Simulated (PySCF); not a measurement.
SMILES [F][Sn]([F])([F])[F] (F₄Sn) at its PBE0/def2-SVP optimised geometry (Å):

```
5

F     -1.2633    -1.7926     1.5545
Sn    -0.6325    -0.8961     0.0000
F      1.2702    -0.8961     0.0000
F     -1.2725    -1.7931    -1.5510
F     -1.2702     0.8961     0.0000
```

Level of theory: PySCF with PBE0/def2-TZVP, def2 effective core potentials past Kr. The core electrons that the potentials of Sn replace are not part of the density. Cells within 0.4 Å of a nucleus heavier than hydrogen are left out (blank, or x).

Map of the LUMO amplitude (bohr^(-3/2)) on the plane z = 0.0 Å; orbital energy -3.94 eV, overall sign arbitrary:

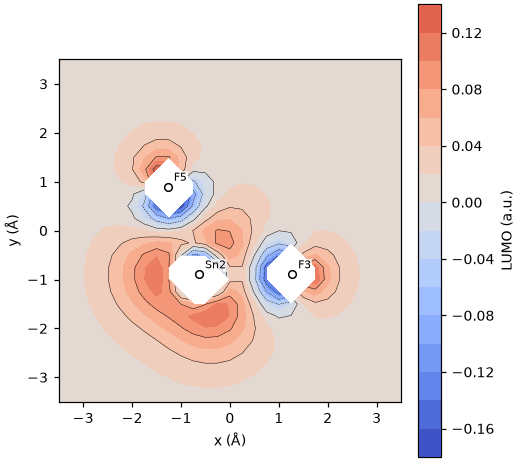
Figure: LUMO amplitude (bohr^(-3/2)) on the plane z = 0.0 Å.
